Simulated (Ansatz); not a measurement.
Reaction (SMILES): O (H2O) → [OH-] + H+
B3LYP-D3(BJ)/def2-TZVP geometries, fixed; electronic energies without zero-point terms.
Largest species:
```xyz
3

O      0.0070     0.0013     0.1167
H     -0.0500     0.7593    -0.4742
H     -0.0062    -0.7700    -0.4592
```

Basis-set convergence of the deprotonation energy at CCSD(T) with Ansatz (a program for electronic structure). Cartesian d functions, on some or all atoms, in 6-31G*, 6-31+G*; all else is spherical. Cores are frozen. No added dispersion term, no relativity. Functions are those of the species that has most. Reference: Hartree-Fock in aug-cc-pVQZ plus the correlation part extrapolated as X^-3 from aug-cc-pVTZ and aug-cc-pVQZ, 397.24 kcal/mol, itself unsure by roughly 0.16 kcal/mol (a third of the extrapolation step and of the last Hartree-Fock step). Deviations are taken from unrounded values.

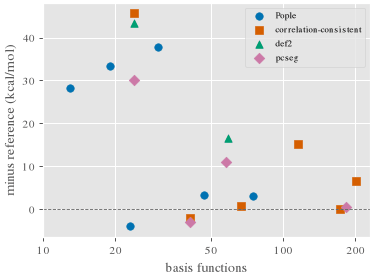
Deviation from the reference against the number of basis functions, by family of sets.

| basis | functions | deprotonation energy (kcal/mol) | minus reference (kcal/mol) |
|---|---|---|---|
| 6-31G | 13 | 425.41 | 28.17 |
| 6-31G* | 19 | 430.55 | 33.31 |
| 6-31+G* | 23 | 393.31 | -3.94 |
| cc-pVDZ | 24 | 442.86 | 45.62 |
| def2-SVP | 24 | 440.74 | 43.50 |
| pcseg-1 | 24 | 427.46 | 30.22 |
| 6-311G** | 30 | 434.93 | 37.69 |
| aug-cc-pVDZ | 41 | 395.31 | -1.93 |
| aug-pcseg-1 | 41 | 394.23 | -3.01 |
| 6-311++G(2d,2p) | 47 | 400.67 | 3.43 |
| pcseg-2 | 58 | 408.27 | 11.03 |
| def2-TZVPP | 59 | 413.77 | 16.53 |
| jun-cc-pV(T+d)Z | 67 | 398.05 | 0.81 |
| 6-311++G(3df,3pd) | 75 | 400.21 | 2.97 |
| cc-pVQZ | 115 | 412.49 | 15.25 |
| aug-cc-pVQZ | 172 | 397.35 | 0.11 |
| aug-pcseg-3 | 183 | 397.78 | 0.54 |
| cc-pV5Z | 201 | 403.92 | 6.68 |
